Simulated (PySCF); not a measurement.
# AlHO2 (SMILES [O]=[Al][OH]): levels of theory compared

We compute a comparison of 6 runs (B3LYP/STO-3G, PBE/STO-3G, PBE0/STO-3G, SVWN5/STO-3G, r2SCAN/STO-3G, UMP2/STO-3G) of AlHO2. Input form: a Python script.

The calculation is run with PySCF 2.14.0.

1 further run of the same task is left out (set aside as unsound or not needed).

### 1 Starting point

The species is AlHO2 (4 atoms), meant as a singlet with charge 0. As SMILES, `[O]=[Al][OH]`. One bond was lengthened or shortened from a relaxed shape.

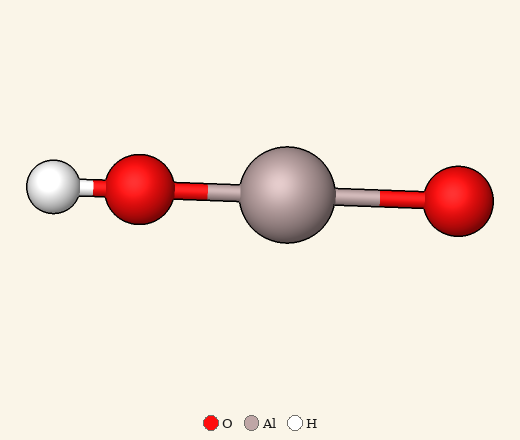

The structure, seen from a chosen angle (oxygen red, aluminium light grey, hydrogen white).

### 2 The energy at B3LYP/STO-3G (run 1)

job.py

```python
from pyscf import gto, dft

molecule = gto.M(
    atom=[
    ('O', (-1.832173, -1.601458, -0.743166)),
    ('Al', (-0.474020, -0.415070, -0.191330)),
    ('O', (0.698750, 0.609040, 0.285100)),
    ('H', (1.381100, 1.209770, 0.557430)),
],
    max_memory=1860,
    charge=0,
    basis='sto-3g',
    verbose=4,
)

ks = dft.RKS(molecule)
ks.xc = 'b3lyp'
ks.grids.level = 5
ks.conv_tol = 1e-10
ks.kernel()
if not ks.converged:
    ks = ks.newton().run(ks.mo_coeff, ks.mo_occ)

energy = ks.e_tot
print('Final energy', energy)
```

Started as:

```
$ OMP_NUM_THREADS=1 python job.py
```

The program printed:

```text
PySCF version 2.14.0

[INPUT] num. atoms = 4
[INPUT] num. electrons = 30
[INPUT] charge = 0
[INPUT] spin (= nelec alpha-beta = 2S) = 0
[INPUT] symmetry False subgroup None
[INPUT] Mole.unit = angstrom
[INPUT] Symbol           X                Y                Z      unit          X                Y                Z       unit  Magmom
[INPUT]  1 O     -1.832173000000  -1.601458000000  -0.743166000000 AA   -3.462305182823  -3.026317019994  -1.404380205089 Bohr   0.0
[INPUT]  2 Al    -0.474020000000  -0.415070000000  -0.191330000000 AA   -0.895767977566  -0.784368622523  -0.361561299413 Bohr   0.0
[INPUT]  3 O      0.698750000000   0.609040000000   0.285100000000 AA    1.320446129540   1.150918798905   0.538760918113 Bohr   0.0
[INPUT]  4 H      1.381100000000   1.209770000000   0.557430000000 AA    2.609900750637   2.286133973715   1.053390033616 Bohr   0.0

nuclear repulsion = 80.6979633145507
number of shells = 12
number of NR pGTOs = 60
number of NR cGTOs = 20
basis = sto-3g
ecp = {}

[... 61 lines left out ...]
converged SCF energy = -388.333355907001
Final energy -388.3333559070011
```

It took 4.2 s on 1 thread of Intel Xeon Platinum 8375C at 2.90GHz (Ice Lake), shared host; peak memory 0.2 GiB.

### 3 A single-point energy at PBE/STO-3G (run 2)

run.py

```python
from pyscf import gto, dft

mol = gto.Mole()
mol.atom = '''
O     -3.462305    -3.026317    -1.404380
Al    -0.895768    -0.784369    -0.361561
O      1.320446     1.150919     0.538761
H      2.609901     2.286134     1.053390
'''
mol.basis = 'sto-3g'
mol.max_memory = 1860
mol.spin = 0
mol.unit = 'bohr'
mol.verbose = 3
mol.build()

mf = dft.RKS(mol)
mf.xc = 'pbe'
mf.grids.level = 5
mf.conv_tol = 1e-10
mf.kernel()
if not mf.converged:
    mf = mf.newton().run(mf.mo_coeff, mf.mo_occ)

energy = mf.e_tot
print('E = %.10f Eh' % energy)
```

Started as:

```
$ OMP_NUM_THREADS=1 python run.py
```

The program printed:

```text
converged SCF energy = -388.044848457956
E = -388.0448484580 Eh
```

It took 3.3 s on 1 thread of Intel Xeon Platinum 8375C at 2.90GHz (Ice Lake), shared host; peak memory 0.2 GiB.

Run 3 isn't shown in full; the table further down has it.

### 4 A single-point energy at SVWN5/STO-3G (run 4)

input.xyz

```xyz
4
AlHO2
O     -1.832173    -1.601458    -0.743166
Al    -0.474020    -0.415070    -0.191330
O      0.698750     0.609040     0.285100
H      1.381100     1.209770     0.557430
```

run.py

```python
from pyscf import gto, dft

mol = gto.M(
    atom='input.xyz',
    verbose=3,
    basis='sto-3g',
    max_memory=1860,
    charge=0,
)

mf = dft.RKS(mol, xc='svwn')
mf.conv_tol = 1e-10
mf.grids.level = 5
mf.kernel()
if not mf.converged:
    mf = mf.newton().run(mf.mo_coeff, mf.mo_occ)

etot = mf.e_tot
print(f'total energy: {etot:.8f} hartree')
```

Started as:

```
$ OMP_NUM_THREADS=1 python run.py
```

The program printed:

```text
converged SCF energy = -386.178257965671
total energy: -386.17825797 hartree
```

Run time: 2.2 s. Hardware: 1 thread of Intel Xeon Platinum 8375C at 2.90GHz (Ice Lake), shared host; peak memory 0.14 GiB.

Run 5 isn't shown in full; the table further down has it.

### 5 A single-point energy at UMP2/STO-3G (run 6)

input.py

```python
from pyscf import gto, mp

molecule = gto.M(
    atom='''
O     -3.462305    -3.026317    -1.404380
Al    -0.895768    -0.784369    -0.361561
O      1.320446     1.150919     0.538761
H      2.609901     2.286134     1.053390
''',
    max_memory=1860,
    charge=0,
    verbose=3,
    spin=0,
    basis='sto-3g',
    unit='bohr',
)

mf = molecule.UHF()
mf.conv_tol = 1e-10
mf.kernel()
if not mf.converged:
    mf = mf.newton().run(mf.mo_coeff, mf.mo_occ)
for _ in range(3):
    mo, _, stable, _ = mf.stability(return_status=True)
    if stable:
        break
    mf.kernel(mf.make_rdm1(mo, mf.mo_occ))

pt = mp.MP2(mf, frozen=7).run()
energy = pt.e_tot
print('E(%s) = %.9f' % ('MP2', energy))
```

Started as:

```
$ OMP_NUM_THREADS=1 python input.py
```

The program printed:

```text
converged SCF energy = -387.153601687491  <S^2> = 1.2645529e-10  2S+1 = 1
<class 'pyscf.scf.uhf.UHF'> wavefunction has an internal instability
converged SCF energy = -387.160312139543  <S^2> = 0.52744463  2S+1 = 1.7634564
<class 'pyscf.scf.uhf.UHF'> wavefunction is stable in the internal stability analysis
E(UMP2) = -387.243887550215  E_corr = -0.0835754106717668
E(SCS-UMP2) = -387.245608655773  E_corr = -0.0852965162298851
E(MP2) = -387.243887550
```

Wall time 0.83 s (1 thread of Intel Xeon Platinum 8375C at 2.90GHz (Ice Lake), shared host); peak memory 0.12 GiB.

### 6 All runs side by side

| run | level | integration grid | frozen core orbitals | energy (Eh) | dipole moment (D) of the reference | HOMO energy (eV) | LUMO energy (eV) | wall time |
| --- | --- | --- | --- | --- | --- | --- | --- | --- |
| 1 | B3LYP/STO-3G | 5 | – | -388.333356 | 3.81 | -0.51 | 3.52 | 4.2 s |
| 2 | PBE/STO-3G | 5 | – | -388.044848 | 3.73 | 0.81 | 2.56 | 3.3 s |
| 3 | PBE0/STO-3G | 5 | – | -388.080632 | 3.89 | -0.74 | 3.82 | 3.6 s |
| 4 | SVWN5/STO-3G | 5 | – | -386.178258 | 3.84 | 0.76 | 2.47 | 2.2 s |
| 5 | r2SCAN/STO-3G | 5 | – | -388.263291 | 3.86 | 0.55 | 2.80 | 4.8 s |
| 6 | UMP2/STO-3G | – | 7 | -387.243888 | 2.71 | -4.70 | 9.53 | 0.83 s |

### 7 Results

```
                                          quantity          value
                               run 6: total energy  -387.24389 Eh
       run 6: dipole moment (Hartree–Fock density)         2.71 D
        run 6: HOMO energy (Hartree–Fock orbitals)       -4.70 eV
        run 6: LUMO energy (Hartree–Fock orbitals)        9.53 eV
      run 6: HOMO–LUMO gap (Hartree–Fock orbitals)       14.23 eV
run 6: correlation energy (7 core orbitals frozen)      -83.6 mEh
          run 6: ⟨S²⟩ of the reference determinant          0.527
```

In words: Over runs 1, 2, 3, 4, 5 the dipole moment (its size) runs from 3.73 D (PBE/STO-3G) to 3.89 D (PBE0/STO-3G). Over runs 1, 2, 3, 4, 5 the HOMO–LUMO gap runs from 1.71 eV (SVWN5/STO-3G) to 4.56 eV (PBE0/STO-3G). Totals of different functionals can't be ranked against each other. In runs 1, 2, 3, 4, 5, 6 the basis is minimal, so the values are rough. Spin contamination of the reference: run 6 ⟨S²⟩ = 0.53. All runs together took 19 s, the longest 4.8 s.
